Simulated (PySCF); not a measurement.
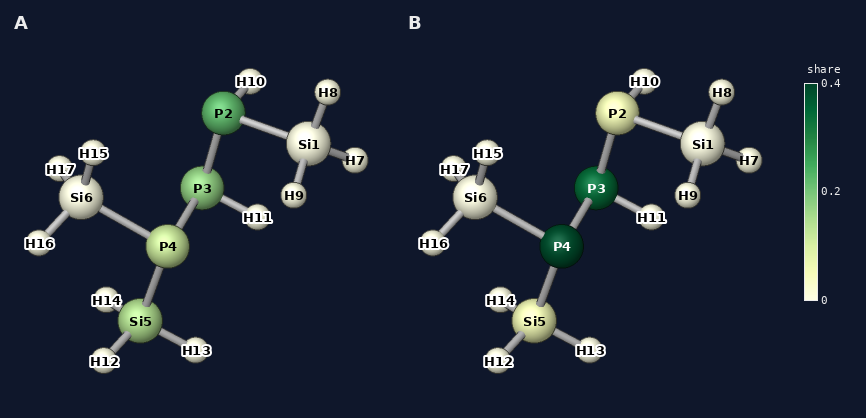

Each panel colours the atoms by their Löwdin share in one orbital (up to four of the largest shares; other atoms are shown as zero). Computed geometry: GFN2-xTB optimisation. No frequency run is at hand to confirm it as a minimum. Level of theory: CAM-B3LYP/def2-SVPD (PySCF 2.14.0).

Question: The panels show the HOMO, LUMO, in some order. Which is which?

Answer: A: LUMO, 0.48 eV; P2 0.22, P3 0.17, Si5 0.14, P4 0.12
B: HOMO, −7.54 eV; P4 0.39, P3 0.34, Si5 0.06, P2 0.06

The geometry is semi-empirical. Around P, Si such bond lengths and angles can be off by a tenth of an ångström or more and by several degrees, and values that hang on the shape move with them.
